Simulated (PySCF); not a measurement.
# C3H8BN: NMR shifts, electronic excitations and K edges in gas and solvents, part 2 of 2

PySCF 2.14.0. Atoms count from 0.

## 8. Core excitations: BHandHLYP/aug-pcX-1+pcseg-1

Job settings and geometry (Å):

```
{"job": {"kind": "xas", "xc": "BHandHLYP", "basis": {"default": "aug-pcX-1", "H": "pcseg-1"}}, "charge": 0, "multiplicity": 1}
C      1.757843    -1.476568     0.699017
N      0.836751    -0.715433     0.351374
B     -0.161697     0.130937    -0.058898
C     -1.385202    -0.450445    -0.885023
C     -0.075930     1.673277     0.303440
H      1.738136    -2.017996     1.663204
H      2.644744    -1.652711     0.061842
H     -2.315698    -0.316979    -0.307145
H     -1.519095     0.120782    -1.818839
H     -1.288390    -1.515602    -1.138846
H     -1.011500     2.006808     0.782157
H      0.020936     2.262351    -0.624759
H      0.765581     1.931747     0.961825
```

With the program's defaults for keys left out, this is: core-valence-separated TDA BHandHLYP/aug-pcX-1 H:pcseg-1, K edges, non-relativistic, gas phase.

The log of the run:

```text
coarse grid: 10368 points
cycle   1  E = -198.5203054925  dE =  4.493e-01  |g| = 4.413e-01  |ddm| = 4.009e+00
cycle   2  E = -198.5138990737  dE =  6.406e-03  |g| = 5.153e-01  |ddm| = 9.229e-01
cycle   3  E = -198.5743794256  dE = -6.048e-02  |g| = 6.634e-02  |ddm| = 4.324e-01
cycle   4  E = -198.5751198708  dE = -7.404e-04  |g| = 3.945e-02  |ddm| = 6.926e-02
cycle   5  E = -198.5754584748  dE = -3.386e-04  |g| = 5.224e-03  |ddm| = 4.004e-02
cycle   6  E = -198.5754654016  dE = -6.927e-06  |g| = 1.835e-03  |ddm| = 6.002e-03
final grid: 98800 points
cycle   7  E = -198.6105288309  dE = -5.910e-05  |g| = 2.851e-03  |ddm| = 3.461e-02
cycle   8  E = -198.6105293792  dE = -5.483e-07  |g| = 2.133e-03  |ddm| = 5.730e-03
cycle   9  E = -198.6105304624  dE = -1.083e-06  |g| = 2.965e-04  |ddm| = 2.061e-03
cycle  10  E = -198.6105304824  dE = -1.997e-08  |g| = 1.499e-04  |ddm| = 4.529e-04
cycle  11  E = -198.6105304875  dE = -5.087e-09  |g| = 2.510e-05  |ddm| = 1.189e-04
cycle  12  E = -198.6105304877  dE = -2.358e-10  |g| = 2.432e-05  |ddm| = 4.098e-05
converged SCF energy = -198.6105304877

B K edge
   eV          f      from atoms
  187.722   0.08541   B2
  189.073   0.00093   B2
  190.427   0.00029   B2
  191.189   0.00074   B2
  191.349   0.00151   B2
  191.363   0.00119   B2
  192.125   0.00228   B2
  192.278   0.00317   B2

C K edge
   eV          f      from atoms
  283.088   0.06609   C0
  284.586   0.00346   C3
  284.587   0.00352   C4
  284.710   0.01203   C3 C4
  284.713   0.00480   C4 C3
  285.158   0.00728   C4 C3
  285.160   0.00038   C3 C4
  285.500   0.02059   C3
  285.503   0.02570   C4
  285.564   0.03911   C3 C4
  285.564   0.00439   C4 C3
  285.893   0.00225   C3
  285.895   0.00275   C4
  286.452   0.00801   C3
  286.453   0.01165   C4
  286.739   0.00027   C3 C4

N K edge
   eV          f      from atoms
  395.868   0.05981   N1
  399.612   0.02822   N1
  400.817   0.00037   N1
  401.634   0.00008   N1
  401.865   0.00016   N1
  401.961   0.00094   N1
  402.452   0.00100   N1
  402.843   0.00258   N1
```

Run time: 46 s. Hardware: 1 thread of Intel Xeon at 2.50GHz, shared host; peak memory 0.78 GiB.

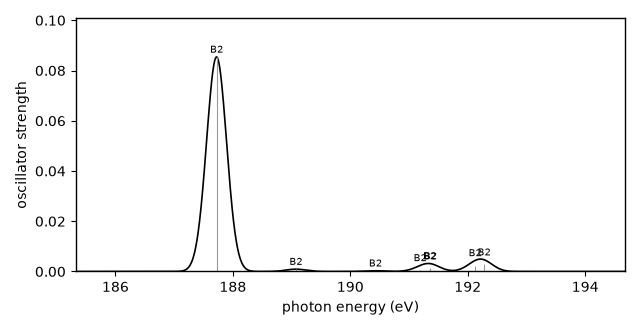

The B K edge. Lines are broadened to a width of 0.40 eV (Gaussian).

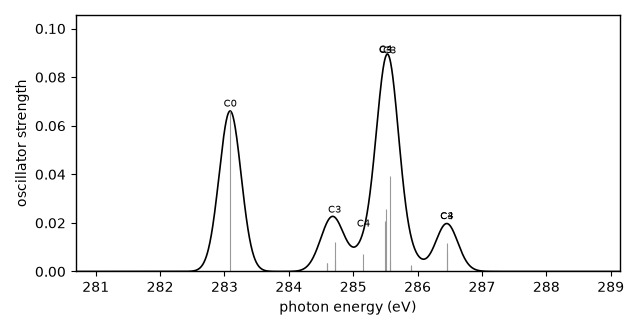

The C K edge. Lines are broadened to a width of 0.40 eV (Gaussian).

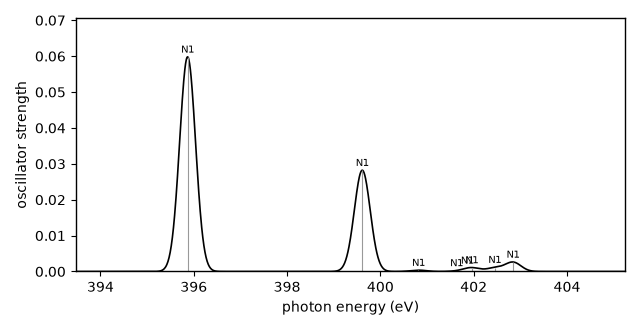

The N K edge. Lines are broadened to a width of 0.40 eV (Gaussian).

## 9. Side by side: NMR shifts

Shifts (ppm), means over like atoms, with basis size and wall time:

| run | C0 | C3 | H5 | H7 | N1 | B2 | functions | time |
| --- | --- | --- | --- | --- | --- | --- | --- | --- |
| PBE0/pcSseg-1 in cyclohexane | 139.0 | 4.8 | 7.51 | 0.42 | 425.9 | 29.2 | 125 | 48 s |
| PBE0/pcSseg-1 in dichloromethane | 141.9 | 4.8 | 7.61 | 0.41 | 423.3 | 29.1 | 125 | 33 s |

The continuum's effect on the ground state:

| solvent | ε | polarisation energy (Eh) | μ (D) |
| --- | --- | --- | --- |
| cyclohexane | 2.02 | -0.0012 | 1.64 |
| dichloromethane | 8.93 | -0.0028 | 1.85 |

## 10. Comparing the runs: electronic excitations

Excitations and ground-state properties, with basis size and wall time:

| run | lowest singlet (eV) | brightest (eV) | f | gap (eV) | α (Å³) | μ (D) | functions | time |
| --- | --- | --- | --- | --- | --- | --- | --- | --- |
| CAM-B3LYP/def2-SVPD | 4.55 | 7.84 | 0.924 | 9.27 | 9.49 | 1.43 | 164 | 61 s |
| CAM-B3LYP/def2-SVPD in cyclohexane | 4.57 | 7.60 | 0.866 | 9.30 | 10.59 | 1.61 | 164 | 52 s |
| CAM-B3LYP/def2-SVPD in dichloromethane | 4.60 | 7.60 | 0.771 | 9.32 | 12.05 | 1.82 | 164 | 56 s |

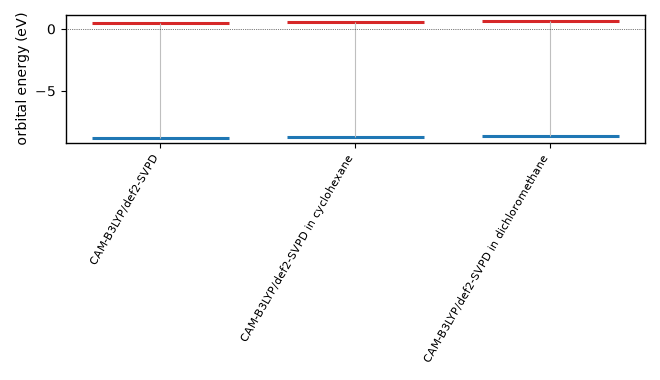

HOMO (blue) and LUMO (red) run by run.

The continuum's effect on the ground state:

| solvent | ε | polarisation energy (Eh) | μ (D) |
| --- | --- | --- | --- |
| cyclohexane | 2.02 | -0.0011 | 1.61 |
| dichloromethane | 8.93 | -0.0026 | 1.82 |

## 11. Outcome

The summary covers parts 1 to 2.

| quantity | value |
| --- | --- |
| point group | C2 |
| rotational constants (main isotopes) | 7.28, 3.56, 2.51 GHz |
| 13C shifts against TMS (PBE0/pcSseg-1, cyclohexane, means over atoms taken as alike) | 139.0, 4.8 ppm |
| 1H shifts against TMS (PBE0/pcSseg-1, cyclohexane, means over atoms taken as alike) | 7.51, 0.42 ppm |
| 15N shifts against NH3 (PBE0/pcSseg-1, cyclohexane) | 425.9 ppm |
| 11B shifts against BF3·OEt2 (PBE0/pcSseg-1, cyclohexane) | 29.2 ppm |
| lowest singlet (CAM-B3LYP/def2-SVPD) | 4.55 eV (272 nm), f = 0.000 |
| brightest single state of those computed | state 6, 7.84 eV, f = 0.924 |
| B K edge | first line 187.72 eV, strongest 187.72 eV (f = 0.085) |
| C K edge | first line 283.09 eV, strongest 283.09 eV (f = 0.066) |
| N K edge | first line 395.87 eV, strongest 395.87 eV (f = 0.060) |
| range of the shift of C0 | 139.0 to 141.9 ppm |
| range of the lowest singlet | 4.55 to 4.60 eV |

**Reading.** Relaxing lowered the energy by 0.152 eV in 11 steps; the close pair that moved most is B2–C3, from 1.551 to 1.587 Å. No frequency check was run at this level, so the end point may be a saddle. At PBE0/pcSseg-1: The largest span, 463 ppm, is at N1, where the paramagnetic term is -484 ppm. The first singlet state (HOMO→LUMO 0.98) lies at 4.55 eV and is dark; of the 6 states computed, the strongest absorption comes from state 6 at 7.84 eV (the last computed, so partners may be missing). At the B edge the strongest single line lifts a 1s electron of B2 into several orbitals, led by LUMO+10 (weight 0.39), and it is the first line. At the C edge the strongest single line lifts a 1s electron of C0 into LUMO (weight 0.75), and it is the first line. At the N edge the strongest single line lifts a 1s electron of N1 into LUMO (weight 0.83), and it is the first line. Absolute edge energies from this method are off by several eV; spacings are better. In ppm, C0 moves most: its shift spreads over 2.9 ppm, from 139.0 (PBE0/pcSseg-1 in cyclohexane) to 141.9 (PBE0/pcSseg-1 in dichloromethane). The continuum holds electrostatics alone: no hydrogen bonds to the solvent, and the gas-phase geometry is kept. The lowest singlet runs from 4.55 eV (CAM-B3LYP/def2-SVPD) to 4.60 eV (CAM-B3LYP/def2-SVPD in dichloromethane), while the orbital gap spans 9.27 to 9.32 eV. The lowest state need not be the same one in every run.
